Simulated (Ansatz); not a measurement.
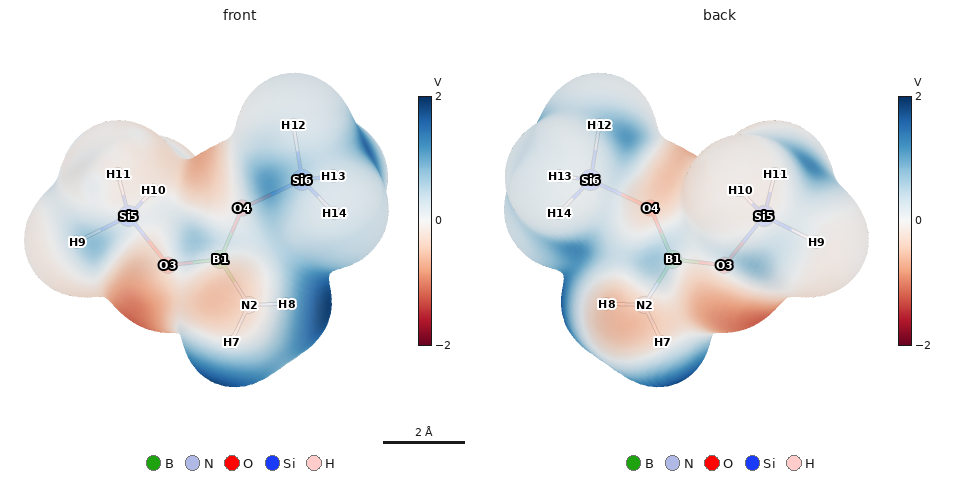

Figure. BH₈NO₂Si₂. The molecular electrostatic potential painted on the density surface at 0.002 e/bohr³, seen from the front and from behind; the colour scale runs from red (negative) to blue (positive).

Geometry: PBE0-D4/def2-SVP.

Method: Ansatz 0.2.0, isolated molecule in a Gaussian basis; Kohn-Sham density functional theory, functional PBE0.

```yaml
atoms:
  - { symbol: B, position_ang: [-0.2312, -1.2739, -0.5189] }
  - { symbol: N, position_ang: [0.2418, -1.4849, -1.8272] }
  - { symbol: O, position_ang: [-0.1110, -2.2736, 0.4130] }
  - { symbol: O, position_ang: [-0.8237, -0.0930, -0.1186] }
  - { symbol: Si, position_ang: [-0.6355, -2.2104, 1.9994] }
  - { symbol: Si, position_ang: [-1.3314, 1.3185, -0.8274] }
  - { symbol: H, position_ang: [0.6885, -2.3533, -2.0839] }
  - { symbol: H, position_ang: [0.2283, -0.7863, -2.5551] }
  - { symbol: H, position_ang: [-0.3043, -3.5316, 2.6038] }
  - { symbol: H, position_ang: [-2.1108, -1.9937, 2.0744] }
  - { symbol: H, position_ang: [0.0650, -1.1336, 2.7600] }
  - { symbol: H, position_ang: [-1.1555, 2.4256, 0.1519] }
  - { symbol: H, position_ang: [-2.7684, 1.2121, -1.2142] }
  - { symbol: H, position_ang: [-0.5231, 1.6097, -2.0545] }
```

Question: Which sites attract a positive test charge, and which a negative one?

Answer: A positive charge is drawn to the negative regions and a negative charge to the positive ones. The most negative region (about −1.1 V) lies over O3, the most positive (about +1.8 V) over H7 and H8. O3 is the likeliest acceptor of a hydrogen bond.

Question: How polar is the molecule by this calculation?

Answer: Its dipole moment is 1.66 D.
